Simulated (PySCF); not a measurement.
## A study: F3In, SMILES `F[In](F)F`

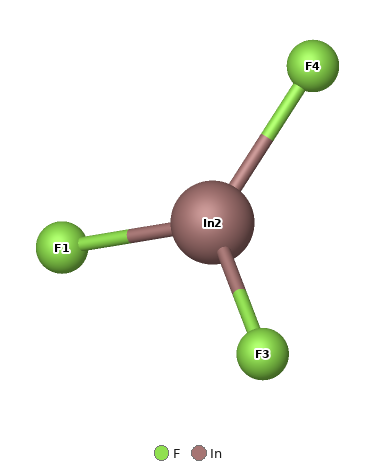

The molecule, with its atoms numbered as below. No frequency check shows the geometry to be a minimum.

Coordinates in Å:

```
F1       1.4977   -1.2696    0.0000
In2      0.0003    0.0000    0.0000
F3       0.3498    1.9324    0.0000
F4      -1.8493   -0.6627    0.0000
```

### 1. Bonding charge

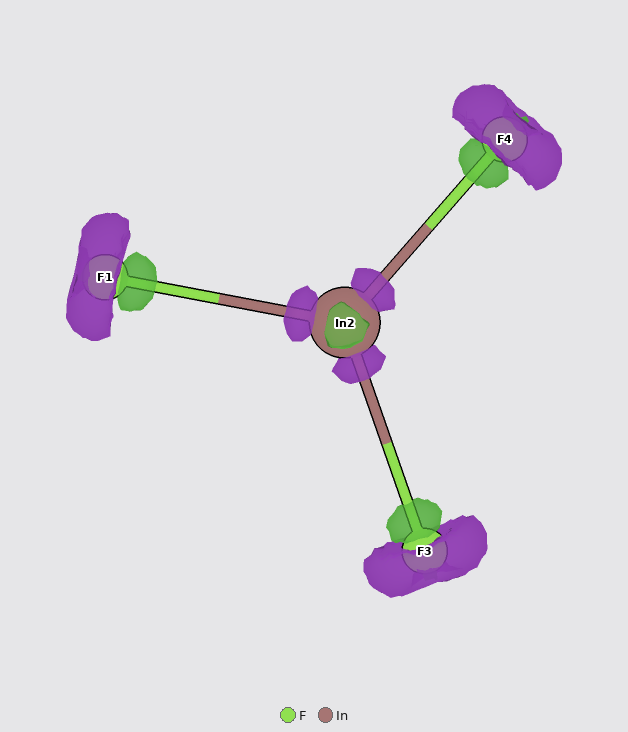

Deformation density (molecule less spherical, spin-averaged free atoms at the same positions), surfaces at ±0.2 e/Å³; purple: gain, green: loss.

Computed with PySCF, ωB97X/def2-TZVP, geometry: GFN2-xTB. Core potentials replace the inner electrons of In; spin–orbit coupling isn't included.

Question: Describe the bonding that the map shows.

Answer: F1–In2 and In2–F3: +0.03 e/Å³ at the bond critical point (bond length 1.96 Å, Mayer order 0.9); up to 0.6 Å beside the axis the gain reaches +0.15 e/Å³. In2–F4: +0.03 e/Å³ at the bond critical point (bond length 1.97 Å, Mayer order 0.9); up to 0.6 Å beside the axis the gain reaches +0.15 e/Å³. In all, 1.3 electrons gather in the regions of gain relative to the promolecule. A small or negative value marks a very polar bond, one between electron-rich atoms, whose free-atom densities already overlap strongly, a long bond to a heavier atom, or a closed-shell contact such as a hydrogen bond.

Question: Where do the Hirshfeld charges lie?

Answer: The highest Hirshfeld charge is on In2 (+0.99 e), the lowest on F1, F3 and F4 (−0.33 e).

```json
{"atom": "F1", "charge (e)": "−0.33"}
{"atom": "In2", "charge (e)": "+0.99"}
{"atom": "F3", "charge (e)": "−0.33"}
{"atom": "F4", "charge (e)": "−0.33"}
```

### 2. Bond critical points

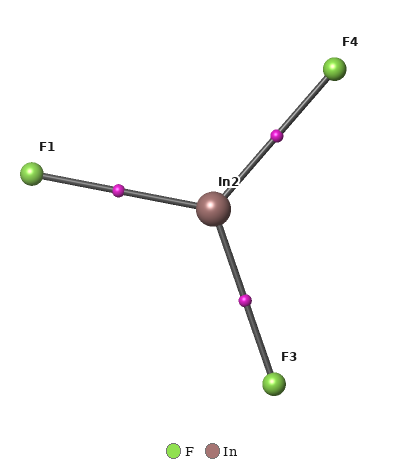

Molecular graph of the electron density (QTAIM): bond paths, bond critical points (magenta), ring points (cyan, if any); weak paths are dashed.

Question: How many critical points of each kind are there, and does the count close?

Answer: 4 nuclei, 3 bond, 0 ring and 0 cage critical points: 4 − 3 + 0 − 0 = 1, as the Poincaré–Hopf relation requires.

Question: What does the calculation give at each kind of bond critical point?

Answer:
```tsv
bond	length (Å)	ρ (a.u.)	∇²ρ (a.u.)	ε	H (a.u.)
F1–In2 (2 alike)	1.963	0.110	+0.56	0.01	−0.028
In2–F4	1.965	0.109	+0.56	0.01	−0.028
```

Question: What kind of interaction is F1–In2?

Answer: Polar or intermediate (positive Laplacian, negative energy density H): ρ = 0.110, ∇²ρ = +0.56, H = −0.028 a.u.

### 3. Local ionisation energy

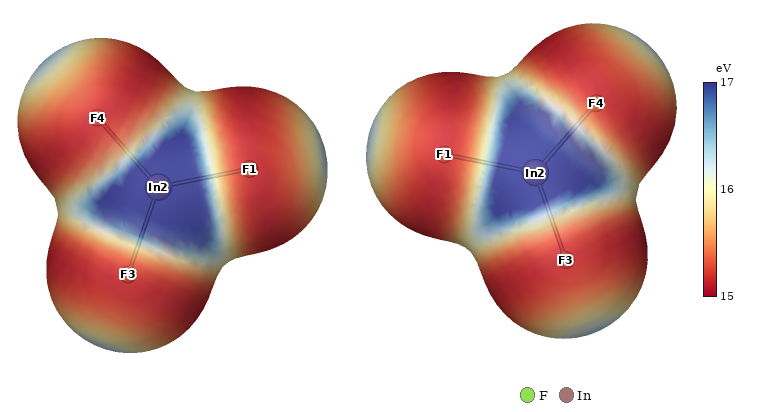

Average local ionisation energy on the surface of electron density 0.001 a.u. (back view left, front view right).

Question: Where are the most loosely bound electrons on this surface?

Answer: The lowest value is 15.1 eV, 1.8 Å from F4, and at like points elsewhere. Further minima include 15.1 eV, off the molecular plane, over F4 (1.8 Å), and at like points elsewhere. For comparison, the highest occupied orbital lies at −13.7 eV.

### 4. In an electric field

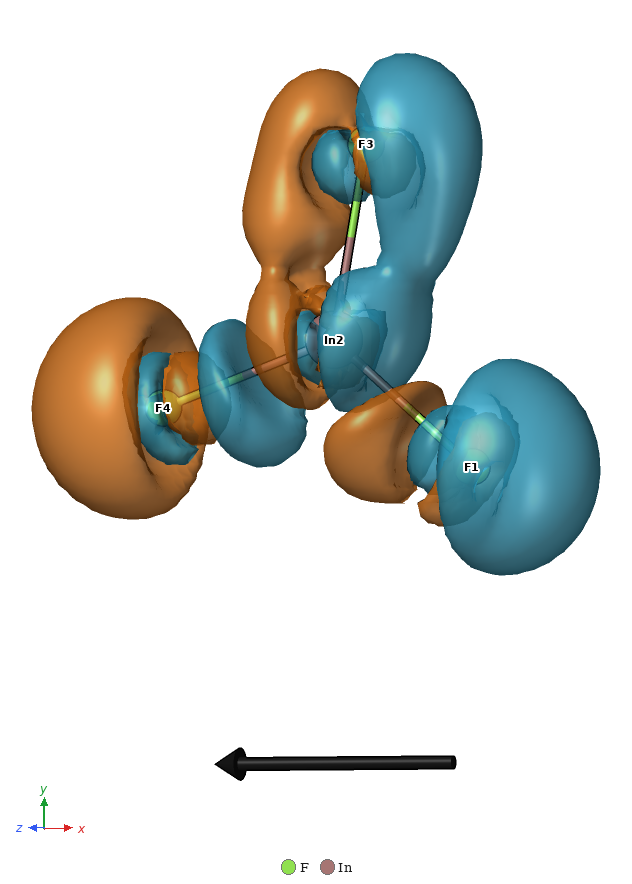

Change of the electron density in a uniform field of 0.21 V/Å along −x (arrow), surfaces at ±0.001 e/Å³ (light blue: gain, orange: loss).

Level of theory: ωB97X/def2-TZVP (PySCF), at a geometry from GFN2-xTB. Core potentials replace the inner electrons of In; spin–orbit coupling isn't included. A basis without diffuse functions makes polarisabilities too small.

The field was applied in both directions; the picture shows the one opposite to the script's first.

Question: How large is the response?

Answer: The induced dipole is 0.32 D (along the field); α along this axis, from the fields in both directions, is 31 bohr³ (4.6 Å³).
